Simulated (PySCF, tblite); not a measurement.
# C₄H₁₂OSi: geometry, infrared bands and NMR shifts

Aim: predict the infrared bands and NMR shifts of C₄H₁₂OSi (`CC(C)CO[SiH3]`).

Programs: tblite 0.8.0 and PySCF 2.14.0, with density-fitted response routines of our own. Each step states its level of theory. These are calculated values for one molecule in the gas phase, unless marked as measured. Atoms are numbered from 0 throughout.

## 1. Starting geometry

18 atoms, charge 0, multiplicity 1; geometry from: force field or distance geometry start.

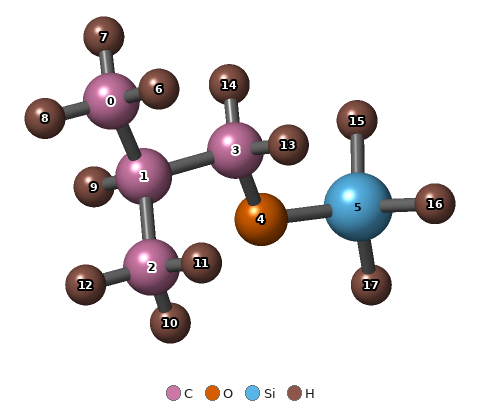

The starting geometry (carbon pink, oxygen orange, silicon blue, hydrogen brown), atoms numbered.

## 2. Relaxing the molecule with GFN2-xTB

Job settings and geometry (Å):

```
{"job": {"kind": "relax", "xc": "GFN2-xTB", "basis": "xTB"}, "charge": 0, "multiplicity": 1}
C     -1.721700     1.109600    -0.883100
C     -0.876000    -0.081600    -0.494500
C     -1.577400    -0.927000     0.581300
C      0.507400     0.388500    -0.003400
O      1.326500    -0.760000     0.257400
Si     2.872500    -0.517500     0.800700
H     -1.903500     1.780700    -0.033200
H     -1.238200     1.698900    -1.668200
H     -2.699500     0.781600    -1.259200
H     -0.734200    -0.726100    -1.361600
H     -1.015500    -1.823500     0.825500
H     -1.740500    -0.353500     1.501000
H     -2.573800    -1.247200     0.228400
H      0.400800     0.973700     0.920100
H      0.969200     1.019300    -0.763700
H      3.619900     0.303400    -0.171400
H      2.824400     0.216200     2.096700
H      3.550800    -1.829200     0.988900
```

Run with:

```
> OMP_NUM_THREADS=1 python probes_run.py task.json out
```

One launch serves the whole session: the jobs run in the order shown.

**Question.** This job is followed by: GFN2-xTB harmonic vibrations, gas phase; GIAO PBE0/pcSseg-1 NMR shielding, non-relativistic, gas phase. Predict these results of the whole session: strongest single infrared mode (GFN2-xTB); zero-point energy (GFN2-xTB); 13C shifts against TMS (PBE0/pcSseg-1, means over atoms taken as alike); 1H shifts against TMS (PBE0/pcSseg-1, means over atoms taken as alike); 17O shifts against H2O (PBE0/pcSseg-1); 29Si shifts against TMS (PBE0/pcSseg-1); surface potential, least and greatest.

**Answer**, as computed:

| quantity | value |
| --- | --- |
| strongest single infrared mode (GFN2-xTB) | 2201 cm⁻¹, 413 km/mol |
| zero-point energy (GFN2-xTB) | 93.5 kcal/mol |
| 13C shifts against TMS (PBE0/pcSseg-1, means over atoms taken as alike) | 75.5, 35.6, 20.7 ppm |
| 1H shifts against TMS (PBE0/pcSseg-1, means over atoms taken as alike) | 4.91, 3.45, 1.75, 0.96 ppm |
| 17O shifts against H2O (PBE0/pcSseg-1) | 18.0 ppm |
| 29Si shifts against TMS (PBE0/pcSseg-1) | -38.3 ppm |
| surface potential, least and greatest | -1.12 V and 1.20 V |

In words: The optimisation took 62 steps and gained 0.169 eV; among the close pairs (by a distance rule), O4–Si5 changed most, from 1.657 to 1.616 Å. No mode is imaginary among the 48: a minimum at this level. The strongest single mode, at 2201 cm⁻¹, moves mainly H15 and H16. GFN2-xTB is a fitted tight-binding method: band positions and strengths are rough. Its intensities can rank the bands wrongly. C3 (sp3 CH2 bonded to O) lies farthest downfield among carbon, at 75.5 ppm; pulled downfield by the heteroatom. At PBE0/pcSseg-1: Shielding is most anisotropic at Si5 (span 133 ppm, paramagnetic term -493 ppm).
